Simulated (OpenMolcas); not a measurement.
## Relativistic diatomic calculation: P₂ (part 2 of 2)

Continued. System: P₂. Method: SA-CASSCF(10,8)/XMS-CASPT2 + RASSI spin-orbit (X2C scalar, AMFI), ANO-RCC-VTZP (OpenMolcas).

## Output (extracts), continued
```
++ Dipole transition strengths (spin-free states):
     for osc. strength at least  1.00000000E-05
      From   To        Osc. strength     Einstein coefficients Ax, Ay, Az (sec-1)    Total A (sec-1)
         6   12       3.06340833E-03  5.50526690E-03  8.62998309E+04  0.00000000E+00  8.62998365E+04
         6   13       3.06341292E-03  8.63001095E+04  5.50528587E-03  0.00000000E+00  8.63001150E+04
         7   12       2.21305212E-04  9.63698709E+01  7.42633536E-01  0.00000000E+00  9.71125045E+01
         7   13       2.21307064E-04  7.42651488E-01  9.63720123E+01  0.00000000E+00  9.71146638E+01
         7   10       2.86930199E-05  0.00000000E+00  0.00000000E+00  1.34424874E+04  1.34424874E+04
         8   12       2.05992259E-04  5.98901573E-01  7.77178190E+01  0.00000000E+00  7.83167206E+01
         8   13       2.05994482E-04  7.77198166E+01  5.98915817E-01  0.00000000E+00  7.83187325E+01
         8   11       2.87801117E-05  0.00000000E+00  0.00000000E+00  1.35652484E+04  1.35652484E+04
        12    9       7.04605628E-04  6.39246538E+03  6.02294110E-04  0.00000000E+00  6.39246598E+03
        13    9       7.04604933E-04  6.02292273E-04  6.39243959E+03  0.00000000E+00  6.39244019E+03
         2   14       4.83759840E-04  2.35159043E+03  6.97137428E+00  0.00000000E+00  2.35856180E+03
         2   15       4.83763618E-04  6.97133716E+00  2.35161033E+03  0.00000000E+00  2.35858166E+03
         3   14       8.38909295E-05  3.28834685E+01  3.61693140E+00  0.00000000E+00  3.65003999E+01
         3   15       8.38896686E-05  3.61695075E+00  3.28829753E+01  0.00000000E+00  3.64999261E+01
         4   14       8.02852487E-05  3.17040599E+00  2.88233816E+01  0.00000000E+00  3.19937876E+01
         4   15       8.02851348E-05  2.88234421E+01  3.17036862E+00  0.00000000E+00  3.19938107E+01
        16   17       1.70720019E-03  1.56531107E-01  3.47553447E+03  0.00000000E+00  3.47569100E+03
        16   18       1.70720019E-03  3.47553447E+03  1.56531098E-01  0.00000000E+00  3.47569100E+03
 Electric-quadrupole - electric-quadrupole not included
 Electric-dipole - electric-octupole not included
 Electric-dipole - magnetic-quadrupole not included
   Eigenvalues of complex Hamiltonian:
  (Shifted by EMIN (a.u.) =       -683.4189214119)
 SO State       Relative EMIN(au)   Rel lowest level(eV)    D:o, cm**(-1)      Omega
     1            -0.0000095596        0.0000000000              0.0000         0.0
     2             0.1075601434        2.9271207382          23608.8209         1.0
     3             0.1075601434        2.9271207382          23608.8209         1.0
     4             0.1075828329        2.9277381497          23613.8007         0.0
     5             0.1334635748        3.6319890145          29293.9670         2.0
     6             0.1334833499        3.6325271215          29298.3071         1.8
     7             0.1334833499        3.6325271215          29298.3071         1.8
     8             0.1337188301        3.6389348662          29349.9890         2.0
     9             0.1337652405        3.6401977563          29360.1749         2.6
    10             0.1337652405        3.6401977563          29360.1749         2.6
    11             0.1366445763        3.7185484757          29992.1161         0.0
    12             0.1366541057        3.7188077832          29994.2076         0.0
    13             0.1371861633        3.7332858082          30110.9807         1.0
    14             0.1371861889        3.7332865051          30110.9863         1.0
    15             0.1377479189        3.7485719565          30234.2718         2.0
    16             0.1377479189        3.7485719558          30234.2718         2.0
    17             0.1539958025        4.1906993916          33800.2701         0.0
    18             0.1540173917        4.1912868639          33805.0084         1.0
    19             0.1540173917        4.1912868639          33805.0084         1.0
    20             0.1556571547        4.2359070896          34164.8947         0.0
    21             0.1643294491        4.4718922413          36068.2434         2.0
    22             0.1644871549        4.4761836341          36102.8558         2.0
    23             0.1679854950        4.5713783188          36870.6527         1.0
    24             0.1679854988        4.5713784211          36870.6535         1.0
    25             0.2150516399        5.8521133669          47200.4775         1.0
    26             0.2150516399        5.8521133659          47200.4775         0.0
    27             0.2150516399        5.8521133669          47200.4775         1.0
    28             0.2150516400        5.8521133699          47200.4775         2.0
    29             0.2150516400        5.8521133699          47200.4775         2.0
    30             0.2225242418        6.0554532246          48840.5240         3.0
    31             0.2225242418        6.0554532246          48840.5240         3.0
    32             0.2227680143        6.0620866109          48894.0259         2.0
    33             0.2227680246        6.0620868902          48894.0282         2.0
    34             0.2230141460        6.0687841960          48948.0456         1.0
    35             0.2230141460        6.0687841960          48948.0456         1.0
    36             0.2232619172        6.0755263942          49002.4251         0.0
    37             0.2232633652        6.0755657967          49002.7429         0.0
    38             0.2235135192        6.0823728330          49057.6453         1.0
    39             0.2235135192        6.0823728330          49057.6453         1.0
    40             0.2540903370        6.9144104337          55768.4812         0.0
    41             0.2542531625        6.9188411398          55804.2172         2.2
    42             0.2542531625        6.9188411398          55804.2172         2.2
    43             0.2542531630        6.9188411544          55804.2173         2.0
    44             0.2548753155        6.9357707853          55940.7640         2.0
    45             0.2548753170        6.9357708256          55940.7643         2.2
    46             0.2548753170        6.9357708256          55940.7643         2.2
 Weights of the five most important spin-orbit-free states for each spin-orbit state.
 SO State  Total energy (au)           Spin-free states, spin, and weights
    1        -0.000010       1 0.0  0.9999   12 1.0  0.0000   13 1.0  0.0000    5 0.0  0.0000   16 2.0  0.0000
    2         0.107560       6 1.0  0.9995    9 1.0  0.0005   18 2.0  0.0000   17 2.0  0.0000    7 1.0  0.0000
    3         0.107560       6 1.0  0.9995    9 1.0  0.0005   18 2.0  0.0000   17 2.0  0.0000    7 1.0  0.0000
    4         0.107583       6 1.0  1.0000   18 2.0  0.0000   17 2.0  0.0000    2 0.0  0.0000    3 0.0  0.0000
    5         0.133464       7 1.0  0.9989    4 0.0  0.0010    3 0.0  0.0000   17 2.0  0.0000   18 2.0  0.0000
    6         0.133483       7 1.0  0.9535    8 1.0  0.0465   17 2.0  0.0000   18 2.0  0.0000    9 1.0  0.0000
    7         0.133483       7 1.0  0.9535    8 1.0  0.0465   17 2.0  0.0000   18 2.0  0.0000    9 1.0  0.0000
    8         0.133719       8 1.0  0.9989    3 0.0  0.0011    4 0.0  0.0000   17 2.0  0.0000   18 2.0  0.0000
    9         0.133765       8 1.0  0.9535    7 1.0  0.0465   17 2.0  0.0000   18 2.0  0.0000    9 1.0  0.0000
   10         0.133765       8 1.0  0.9535    7 1.0  0.0465   17 2.0  0.0000   18 2.0  0.0000    9 1.0  0.0000
   11         0.136645      12 1.0  0.5000   13 1.0  0.5000   16 2.0  0.0000   11 1.0  0.0000    6 1.0  0.0000
   12         0.136654      12 1.0  0.5000   13 1.0  0.5000    1 0.0  0.0001    5 0.0  0.0000   16 2.0  0.0000
   13         0.137186      12 1.0  0.9997   15 0.0  0.0003   14 0.0  0.0000   10 1.0  0.0000   11 1.0  0.0000
   14         0.137186      13 1.0  0.9997   14 0.0  0.0003   15 0.0  0.0000   10 1.0  0.0000   11 1.0  0.0000
   15         0.137748      13 1.0  0.5000   12 1.0  0.5000   11 1.0  0.0000   16 2.0  0.0000   10 1.0  0.0000
   16         0.137748      13 1.0  0.5000   12 1.0  0.5000   10 1.0  0.0000   16 2.0  0.0000    1 0.0  0.0000
   17         0.153996       9 1.0  0.9999   18 2.0  0.0000   17 2.0  0.0000    2 0.0  0.0000    6 1.0  0.0000
   18         0.154017       9 1.0  0.9994    6 1.0  0.0005   18 2.0  0.0000   17 2.0  0.0000    8 1.0  0.0000
   19         0.154017       9 1.0  0.9994    6 1.0  0.0005   18 2.0  0.0000   17 2.0  0.0000    8 1.0  0.0000
   20         0.155657       2 0.0  1.0000    6 1.0  0.0000   18 2.0  0.0000   17 2.0  0.0000    9 1.0  0.0000
   21         0.164329       3 0.0  0.9989    8 1.0  0.0011    7 1.0  0.0000    4 0.0  0.0000   17 2.0  0.0000
   22         0.164487       4 0.0  0.9989    7 1.0  0.0010    8 1.0  0.0000    3 0.0  0.0000   17 2.0  0.0000
   23         0.167985      14 0.0  0.9997   13 1.0  0.0003   12 1.0  0.0000   10 1.0  0.0000   11 1.0  0.0000
   24         0.167985      15 0.0  0.9997   12 1.0  0.0003   13 1.0  0.0000   10 1.0  0.0000   11 1.0  0.0000
   25         0.215052      16 2.0  1.0000   12 1.0  0.0000   13 1.0  0.0000   15 0.0  0.0000   14 0.0  0.0000
   26         0.215052      16 2.0  1.0000   12 1.0  0.0000   13 1.0  0.0000    1 0.0  0.0000    5 0.0  0.0000
   27         0.215052      16 2.0  1.0000   12 1.0  0.0000   13 1.0  0.0000   15 0.0  0.0000   14 0.0  0.0000
   28         0.215052      16 2.0  1.0000   12 1.0  0.0000   13 1.0  0.0000   10 1.0  0.0000   11 1.0  0.0000
   29         0.215052      16 2.0  1.0000   12 1.0  0.0000   13 1.0  0.0000   10 1.0  0.0000   11 1.0  0.0000
   30         0.222524      17 2.0  0.5000   18 2.0  0.5000    8 1.0  0.0000    7 1.0  0.0000    9 1.0  0.0000
   31         0.222524      17 2.0  0.5000   18 2.0  0.5000    8 1.0  0.0000    7 1.0  0.0000    9 1.0  0.0000
   32         0.222768      18 2.0  0.5000   17 2.0  0.5000    7 1.0  0.0000    4 0.0  0.0000    3 0.0  0.0000
   33         0.222768      18 2.0  0.5000   17 2.0  0.5000    8 1.0  0.0000    3 0.0  0.0000    4 0.0  0.0000
   34         0.223014      18 2.0  1.0000    9 1.0  0.0000    8 1.0  0.0000    7 1.0  0.0000    6 1.0  0.0000
   35         0.223014      17 2.0  1.0000    9 1.0  0.0000    8 1.0  0.0000    7 1.0  0.0000    6 1.0  0.0000
   36         0.223262      17 2.0  0.5000   18 2.0  0.5000    6 1.0  0.0000    2 0.0  0.0000    9 1.0  0.0000
   37         0.223263      17 2.0  0.5000   18 2.0  0.5000    9 1.0  0.0001    6 1.0  0.0000   16 2.0  0.0000
   38         0.223514      18 2.0  0.5000   17 2.0  0.5000    9 1.0  0.0001    6 1.0  0.0000    8 1.0  0.0000
   39         0.223514      18 2.0  0.5000   17 2.0  0.5000    9 1.0  0.0001    6 1.0  0.0000    8 1.0  0.0000
   40         0.254090       5 0.0  1.0000   13 1.0  0.0000   12 1.0  0.0000    1 0.0  0.0000   10 1.0  0.0000
   41         0.254253      10 1.0  1.0000   11 1.0  0.0000   14 0.0  0.0000   15 0.0  0.0000   12 1.0  0.0000
   42         0.254253      10 1.0  1.0000   11 1.0  0.0000   14 0.0  0.0000   15 0.0  0.0000   12 1.0  0.0000
   43         0.254253      10 1.0  1.0000   12 1.0  0.0000   13 1.0  0.0000    5 0.0  0.0000   16 2.0  0.0000
   44         0.254875      11 1.0  1.0000   13 1.0  0.0000   12 1.0  0.0000   16 2.0  0.0000    3 0.0  0.0000
   45         0.254875      11 1.0  1.0000   10 1.0  0.0000   14 0.0  0.0000   15 0.0  0.0000   13 1.0  0.0000
   46         0.254875      11 1.0  1.0000   10 1.0  0.0000   14 0.0  0.0000   15 0.0  0.0000   13 1.0  0.0000
++ Dipole transition strengths (SO states):
        for osc. strength at least   1.00000000E-05
      From   To        Osc. strength     Einstein coefficients Ax, Ay, Az (sec-1)    Total A (sec-1)
         2   11       1.54609197E-03  2.10100817E+04  2.10110175E+04  0.00000000E+00  4.20210992E+04
         2   12       1.54632298E-03  2.10269888E+04  2.10279336E+04  0.00000000E+00  4.20549224E+04
         2   15       1.51748696E-03  2.22166508E+04  2.22155755E+04  0.00000000E+00  4.44322263E+04
         2   16       1.51748890E-03  2.22166837E+04  2.22155993E+04  0.00000000E+00  4.44322830E+04
         3   11       1.54609197E-03  2.10100817E+04  2.10110175E+04  0.00000000E+00  4.20210992E+04
         3   12       1.54632298E-03  2.10269888E+04  2.10279336E+04  0.00000000E+00  4.20549224E+04
         3   15       1.51748809E-03  2.2216667
```

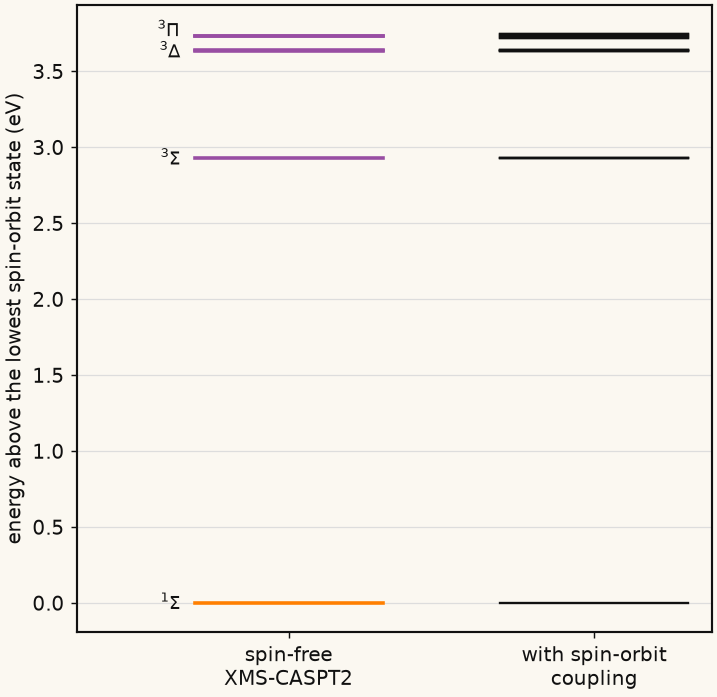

**Figure 2.** States up to 4 eV at 1.905 Å, without spin-orbit coupling (left, a colour for each spin multiplicity) and with it (right, where close levels merge). The spin-free states run ¹Σ (0.00 eV), ³Σ (2.93 eV), ³Δ (3.63 eV), ³Π (3.73 eV) from the lowest. The lowest spin-orbit levels have |Ω| = 0 (0 cm⁻¹), 1 (23,609 cm⁻¹), 0 (23,614 cm⁻¹), 2 (29,294 cm⁻¹), 1.82 (not clean) (29,298 cm⁻¹).

Outcome of the run: converged; components of a degenerate state are split by 137 cm⁻¹.
